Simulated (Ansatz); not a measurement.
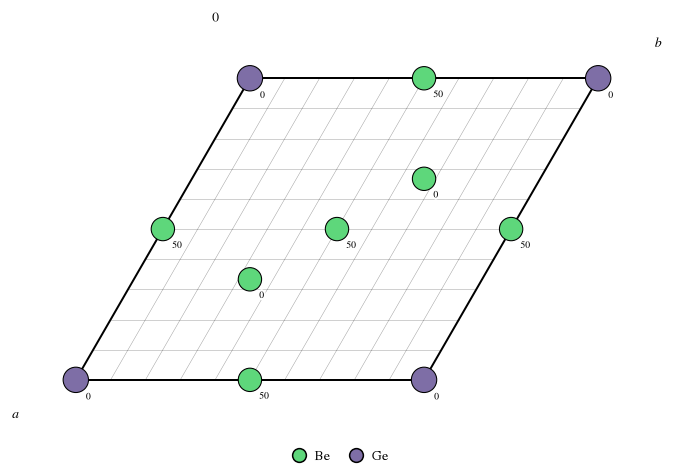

Plan of a unit cell projected along c (a down the page, b across); the numbers are heights in hundredths of c, and atoms on the cell's edges are repeated. The grid marks tenths of a and b. Source: the end point of a relaxation with Ansatz, DFT PBEsol, scalar-relativistic, plane waves, PAW; the starting structure was generated, so it need not be a known form of this composition. The drawing is computed from the coordinates (standard cell, symmetry found to 0.002 Å).

a = 4.407 Å, b = 4.407 Å, c = 3.595 Å, α = 90.00°, β = 90.00°, γ = 120.00°.

### What does the cell contain?

5 Be, 1 Ge: Be5Ge, Z = 1.

### Give the fractional coordinates of all atoms, to two places.

```tsv
atom	x	y	z
Be	0.33	0.67	0.00
Be	0.67	0.33	0.00
Be	0.50	0.00	0.50
Be	0.50	0.50	0.50
Be	0.00	0.50	0.50
Ge	0.00	0.00	0.00
```
